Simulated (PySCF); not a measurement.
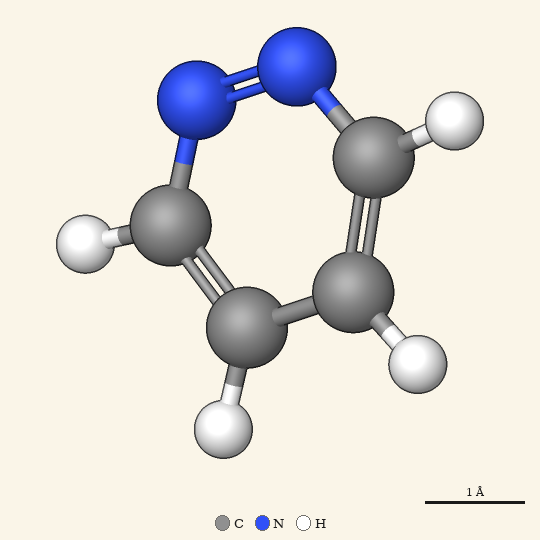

A ball-and-stick model of a molecule. Double and triple bonds are drawn as two and three sticks.

Computed geometry: GFN2-xTB optimisation. No frequency run is at hand to confirm it as a minimum.

**Which formula does it have?**

C4H4N2, 10 atoms: 4 carbon, 4 hydrogen and 2 nitrogen.

**How many bonds of each kind are drawn?**

4 C–H, 3 C–C, 2 C–N, 1 N–N.

**Give the symmetry (Schoenflies symbol).**

C2v.

**Describe its rings.**

Independent rings (smallest set): 1 of 6 members, 1 of them aromatic.

The parts below concern this one geometry. Atoms keep their numbers from picture to picture.

### Shape

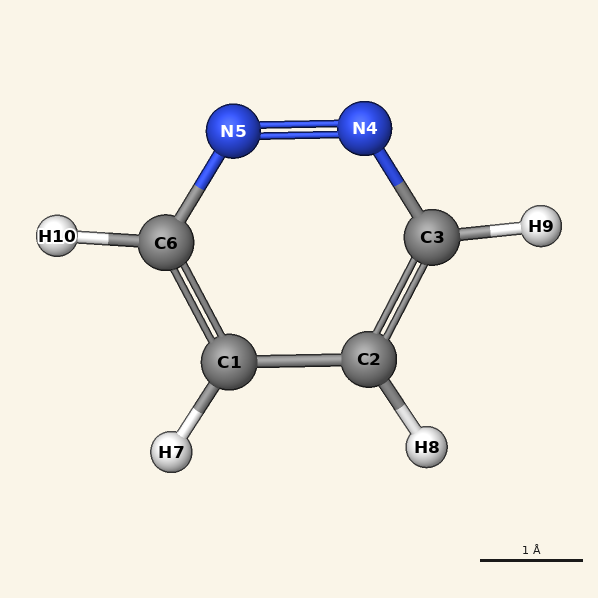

No frequency run is at hand to confirm it as a minimum.

List the bonds and their lengths.

| bond | length (Å) | order |
| --- | --- | --- |
| C1–C2 | 1.381 | aromatic |
| C1–C6 | 1.394 | aromatic |
| C1–H7 | 1.080 | single |
| C2–C3 | 1.394 | aromatic |
| C2–H8 | 1.080 | single |
| C3–N4 | 1.319 | aromatic |
| C3–H9 | 1.081 | single |
| N4–N5 | 1.299 | aromatic |
| N5–C6 | 1.319 | aromatic |
| C6–H10 | 1.081 | single |

### NMR shielding

The questions are on isotropic NMR shieldings of the H atoms. No frequency run is at hand to confirm it as a minimum. Properties computed with GIAO PBE0/pcSseg-1 NMR shielding, non-relativistic, gas phase (PySCF 2.14.0).

List the isotropic NMR shieldings of the H atoms.

```tsv
atom	σ (ppm)
H7	24.28
H8	24.28
H9	22.09
H10	22.09
```

### Electronic properties

No frequency run is at hand to confirm it as a minimum. Properties computed with PBE0/pcSseg-1, gas phase (PySCF 2.14.0).

**Estimate the HOMO energy (Kohn–Sham orbital).**

−6.68 eV.

**Estimate the LUMO energy (Kohn–Sham orbital).**

−1.46 eV.

**Estimate the dipole moment.**

4.20 D.

### Ring current

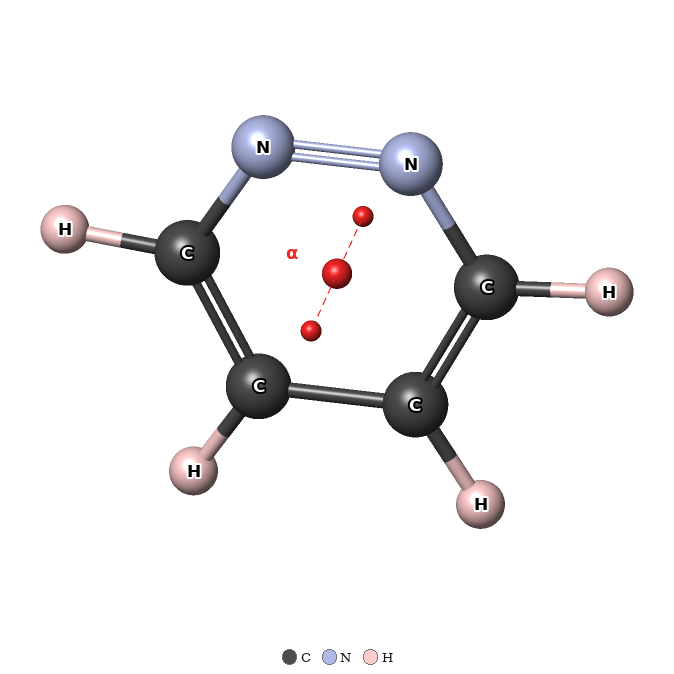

The small points mark where nucleus-independent chemical shifts (NICS) were computed: at the centre of each lettered ring and 1 Å above and below it. No frequency run is at hand to confirm it as a minimum. Properties computed with GIAO PBE0/pcSseg-1 NMR shielding, non-relativistic, gas phase (PySCF 2.14.0).

Give NICS(0), NICS(1) and the out-of-plane component NICS(1)zz for each ring (means of the two sides).

```json
{"ring": "α", "members": "C4N2", "NICS(0)": "−5.4", "NICS(1)": "−11.5", "NICS(1)zz": "−29.0"}
```

Values in ppm.

**What do the values say about the ring currents?**

Ring α: diatropic, as in an aromatic ring. NICS is one index among several.

### Quadrupole coupling

No frequency run is at hand to confirm it as a minimum. Electric field gradients from the ground-state density, PBE0/pcSseg-1 (PySCF 2.14.0), non-relativistic apart from any core potentials.

Give the largest field-gradient component, the quadrupole coupling constant and the asymmetry for 14N at N4 (Q = 20.44 mb).

```
atom  V_zz (a.u.)  e²qQ/h (MHz)     η
  N4       −1.328         −6.38  0.19
```
